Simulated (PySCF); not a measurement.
C5H15NSi2 (SMILES CN([SiH2][SiH3])C1CCC1)

```xyz
23

C     1.2916    2.1539    0.3411
N     0.7839    0.8412    0.0242
Si    1.7128   -0.6181    0.2308
Si    3.9952   -0.0994    0.3828
C    -0.6446    0.8177   -0.1450
C    -1.5926    0.9677    1.0718
C    -2.5589    0.0077    0.3542
C    -1.3693   -0.4954   -0.4845
H     0.9714    2.8891   -0.4208
H     0.9434    2.5278    1.3242
H     2.3920    2.1669    0.3578
H     1.5197   -1.5488   -0.9267
H     1.3550   -1.4169    1.4567
H     4.3084    0.6789    1.6225
H     4.4548    0.6967   -0.7985
H     4.7699   -1.3793    0.4246
H    -0.9251    1.5807   -0.8987
H    -1.9494    1.9733    1.3412
H    -1.1448    0.4956    1.9610
H    -3.2910    0.5511   -0.2625
H    -3.0989   -0.7303    0.9645
H    -1.5191   -0.7472   -1.5446
H    -0.8923   -1.3567    0.0122
```

Geometry: PBE0-D3(BJ)/def2-SVP.

Theory: PySCF, PBE0/pcSseg-1, SCF density, gas phase, non-relativistic.

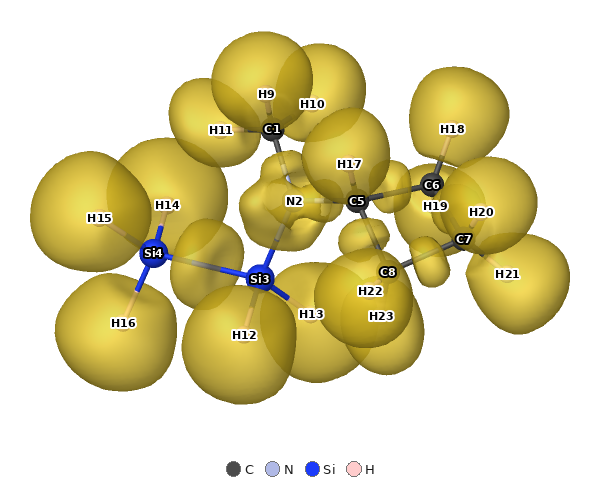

Figure 1. Isosurface of the ELF at 0.75 (yellow), seen at a tilt. Only the valence region is drawn (cores and ρ < 0.01 e/Å³ removed).

Question: Describe the localisation domains.

Answer: The surface consists of four regions between bonded C–C atoms (shared pairs), one region between bonded Si–Si atoms (shared pairs), 15 regions around hydrogen nuclei and one region on N in which the atom's valence shell and bonds are merged.


C–N (1.44 Å): the ELF peaks at about 0.95 between the atoms, as expected for a shared electron pair. C–C (1.54 Å): the ELF peaks at about 0.95 between the atoms, as expected for a covalent bond.

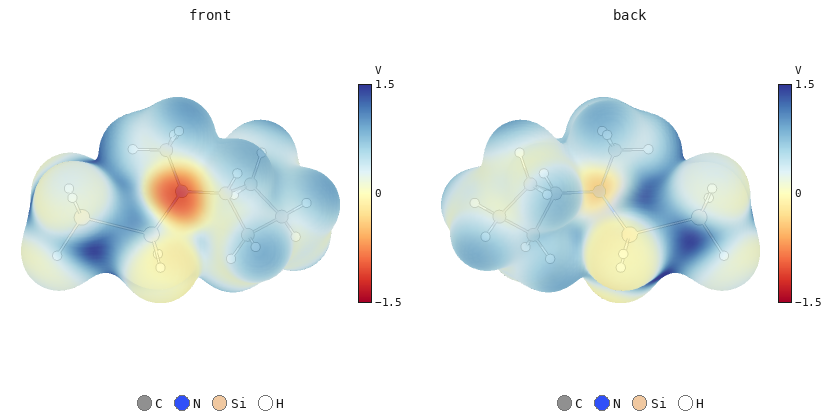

Figure 2. The electrostatic potential painted on the density surface at 0.004 e/bohr³, seen from the front and from behind; red is negative and blue positive.

Question: Which sites attract a positive test charge, and which a negative one?

Answer: A positive charge is drawn to the negative regions and a negative charge to the positive ones. The most negative region (about −0.9 V, or −21 kcal/mol for a unit charge) lies over N2, the most positive (about +1.4 V, or +32 kcal/mol for a unit charge) over Si3 and Si4.

Question: What dipole moment does the calculation give?

Answer: Its dipole moment is 1.31 D.

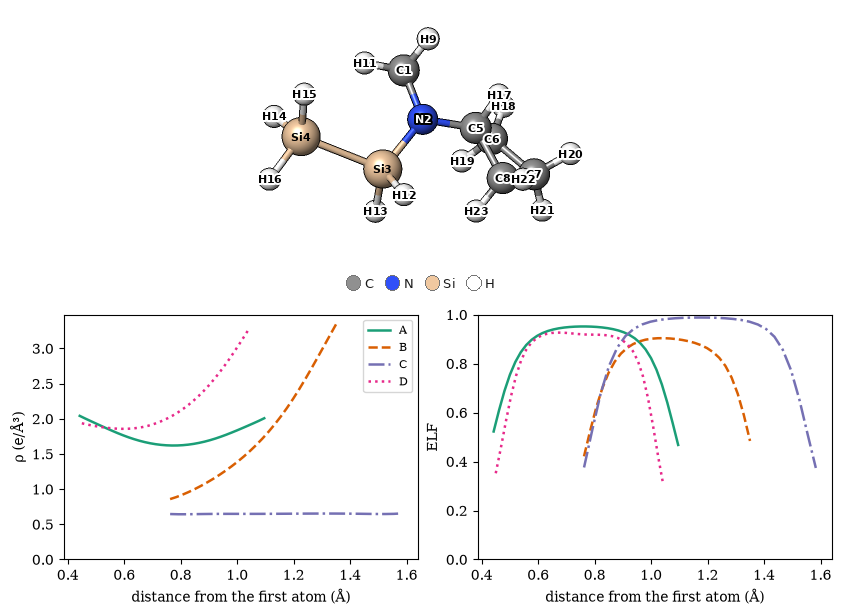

Figure 3. Electron density and electron localisation function along straight lines between neighbouring atoms. The curves leave out the atomic cores. The structure is drawn too.

Question: Which curve belongs to which contact (C–C, C–N, Si–N and Si–Si)? The first atom named is at distance zero.

Answer: Curve A: C–C (1.54 Å): ρ is about 1.6 e/Å³ halfway; the ELF peaks at about 0.95 between the atoms, as expected for a shared electron pair. Curve B: Si–N (1.74 Å): ρ at the midpoint is about 1 e/Å³; the ELF peaks at about 0.90 between the atoms; a shared but strongly polarised pair. Curve C: Si–Si (2.35 Å): ρ at the midpoint is about 0.65 e/Å³; the ELF peaks at about 1 between the atoms; a covalent bond. Curve D: C–N (1.44 Å): ρ at the midpoint is about 1.9 e/Å³; the ELF peaks at about 0.95 between the atoms (localised, covalent bonding).
